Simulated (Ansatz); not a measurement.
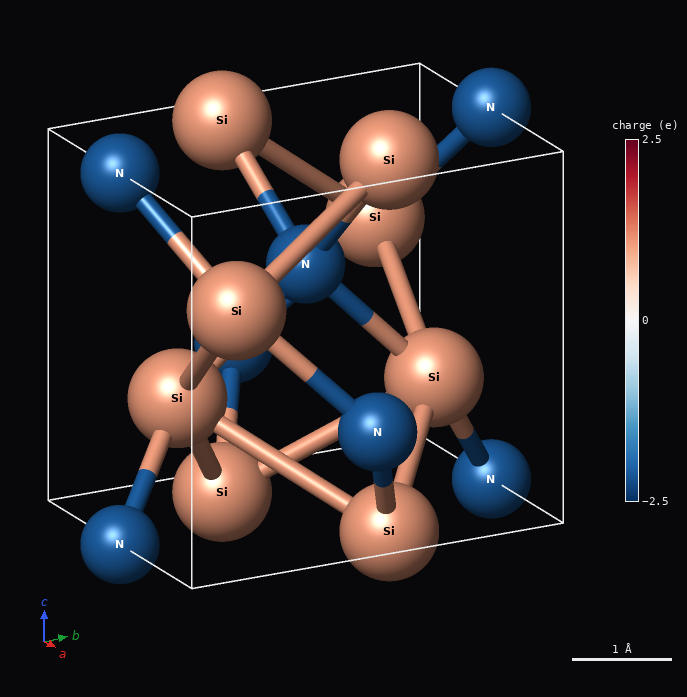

An orthographic ball-and-stick view of the structure, slightly off an axis. The wireframe shows the simulation cell. The atoms of this Si$_{2}$N cell are coloured by their Bader charge.

Setup: DFT, PAW plane waves, PBE (Ansatz 0.2.0); E_cut = 420 eV, 8×8×5 k-mesh, Gaussian smearing of 0.059 eV, no spin polarisation. The pressure of the cell is 20 GPa.

Q: Interpret the colouring.

A: Most positive: Si; most negative: N. Charges: about Si +1.0 e; N -2.1 e.

It goes back to a generated cell, made by putting these elements into a known structure type (the compound may or may not exist in this form). A relaxation with DFT, PAW plane waves, PBE (Ansatz 0.2.0) gave the geometry drawn.

At this level of theory the cell isn't at rest (compressed, at 20 GPa), so its distances can differ from those at equilibrium, the more so the softer the solid.
